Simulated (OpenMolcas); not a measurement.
## Exact exchange and the vertical ionisation energy of B2H4F2

The species is B2H4F2 (8 atoms), meant as a singlet with charge 0. As SMILES, `[BH2-]1[F+][BH2-][F+]1`. The coordinates come from a PBE0-D4/def2-TZVP relaxation.

The vertical ionisation energy (to the doublet cation) y, in eV, basis cc-pVDZ; a is the functional's share of exact exchange. Programs: OpenMolcas 26.06.

| functional | program | a | y (eV) |
| --- | --- | --- | --- |
| revPBE | OpenMolcas | 0 | 10.85 |
| TPSS | OpenMolcas | 0 | 11.07 |
| B3LYP | OpenMolcas | 0.2 | ? |
| PBE0 | OpenMolcas | 0.25 | 11.51 |
| BHLYP | OpenMolcas | 0.5 | 12.10 |

Task: Fit y = c + s·a to the known rows and predict B3LYP.

Result: 
1. Means of the 4 rows: a = 0.1875, y = 11.383.
2. Σ(Δa)² = 0.17188, Σ(Δa·Δy) = 0.39062, so the slope is 0.39062/0.17188 = 2.2726.
3. Intercept: 11.383 − (2.2726) × 0.1875 = 10.957. The largest residual of the fit is 0.11.
4. B3LYP: 10.957 + (2.2726) × 0.2 = 11.41 eV.

The run gave 11.49 eV, so the prediction is off by -0.08 eV, within the largest residual. The rows mix families of semi-local functionals, which the line can't see.

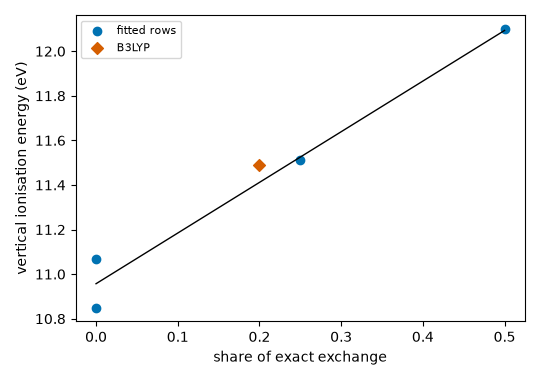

The fitted line, with the withheld row.
